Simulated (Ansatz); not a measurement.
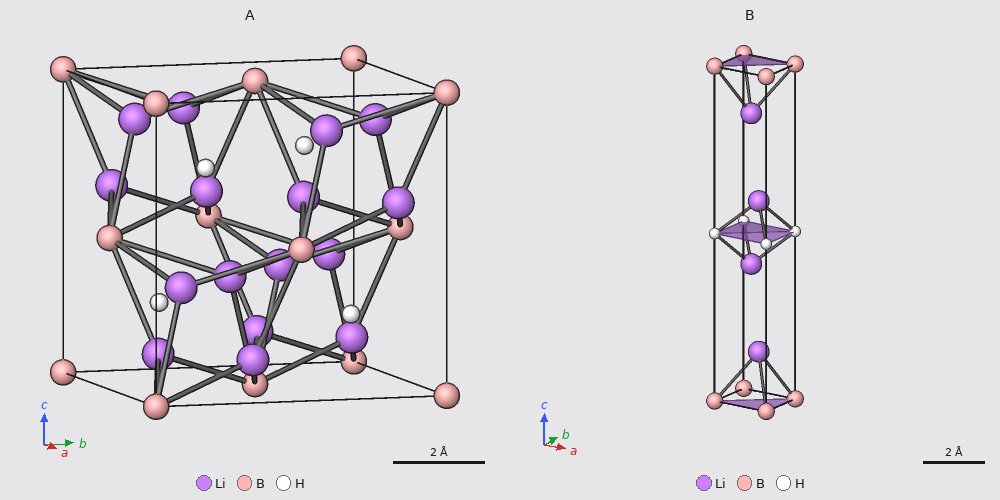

Two structures of Li$_{4}$BH, each relaxed to rest (conventional cells in solid outline, small ones repeated, not to one scale). Method: DFT PBE, scalar-relativistic, plane waves, PAW in Ansatz, without spin polarisation.

### Which two forms are compared?

A: 24 atoms a cell on a face-centred cubic lattice, F-43m. B: 6 atoms a cell on a primitive hexagonal lattice, P-3m1.

### A or B: which is lower in energy?

B is lower, by 679 meV/atom at this level of theory (energies at zero smearing). Volumes: A 12.8, B 11.6 Å³/atom.

One or both may be structure types tried for this composition rather than known phases.
